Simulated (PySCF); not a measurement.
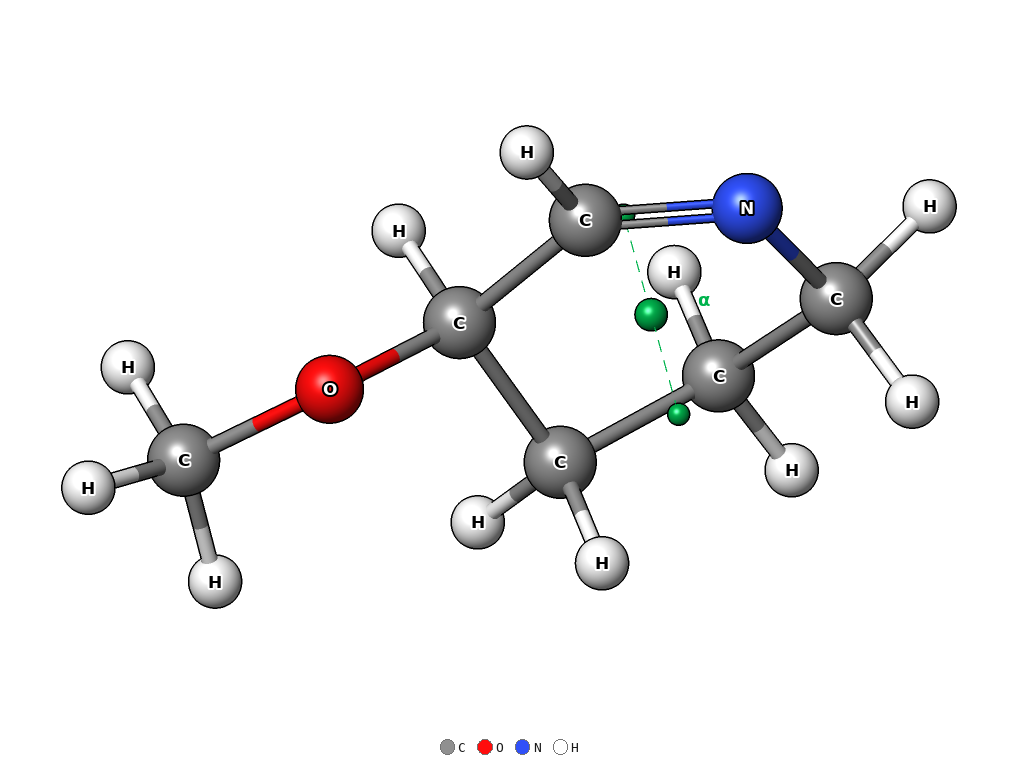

The small points mark where nucleus-independent chemical shifts (NICS) were computed: at the centre of each lettered ring and 1 Å above and below it. The geometry was computed by an optimisation with GFN2-xTB. No frequency run is at hand to confirm it as a minimum. Level of theory: GIAO PBE0/pcSseg-1 NMR shielding, non-relativistic, gas phase (PySCF 2.14.0).

Give NICS(0), NICS(1) and the out-of-plane component NICS(1)zz for each ring (means of the two sides).

```json
{"ring": "α", "members": "C5N", "NICS(0)": "0.3", "NICS(1)": "−2.1", "NICS(1)zz": "2.3"}
```

Values in ppm.

**What do the values say about the ring currents?**

Ring α: weak, as in a non-aromatic ring. NICS is one index among several.
